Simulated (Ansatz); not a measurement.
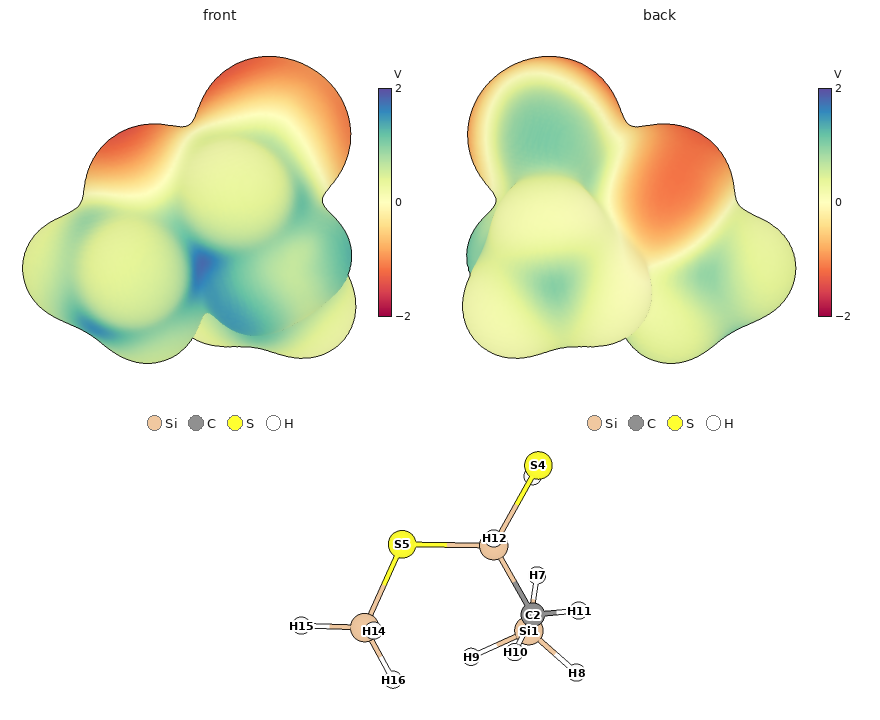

*CH$_{10}$S$_{2}$Si$_{3}$. The electrostatic potential painted on the density surface at 0.002 e/bohr³, seen from the front and from behind; the colour scale runs from red (negative) to blue (positive). The bare structure is drawn below in the same view.*

Theory: RKS r2SCAN/6-31G (Ansatz).

Input

```
crystal:
  periodic: [false, false, false]
  atoms:
    - { symbol: Si, position_ang: [-1.1905, -1.806, -0.9492] }
    - { symbol: C, position_ang: [-0.7797, -0.8498, 0.5644] }
    - { symbol: Si, position_ang: [0.8885, -0.1711, 0.4251] }
    - { symbol: S, position_ang: [2.4764, -1.7077, 0.3529] }
    - { symbol: S, position_ang: [1.2427, 1.1533, -1.208] }
    - { symbol: Si, position_ang: [0.2943, 2.8652, -0.2981] }
    - { symbol: H, position_ang: [-0.3126, -2.9068, -1.2214] }
    - { symbol: H, position_ang: [-2.5626, -2.3032, -0.7803] }
    - { symbol: H, position_ang: [-1.306, -0.8484, -2.0982] }
    - { symbol: H, position_ang: [-1.4952, -0.0417, 0.769] }
    - { symbol: H, position_ang: [-0.8593, -1.515, 1.4513] }
    - { symbol: H, position_ang: [1.2393, 0.5656, 1.7099] }
    - { symbol: H, position_ang: [2.1444, -2.1816, 1.5698] }
    - { symbol: H, position_ang: [1.0105, 3.2574, 0.9414] }
    - { symbol: H, position_ang: [0.2781, 3.9541, -1.2632] }
    - { symbol: H, position_ang: [-1.0911, 2.5133, 0.0787] }
basis:
  gaussian: { orbitals: "6-31G" }
hamiltonian:
  xc: r2scan
relax:
  f_tol: 0.02
  max_steps: 50
output:
  orbitals: {}
```

Command:

```sh
ansatz run input.yaml --threads 2 --pin off --max-ram 3072MiB --backend cpu --events-out ev --progress --plain --runs-dir out
```

The fields are those of the relaxed geometry.

### Describe the electrostatic potential map.

The most negative region (about −1.3 V) lies over S4 and S5, the most positive (about +1.6 V) over Si3 and Si6.
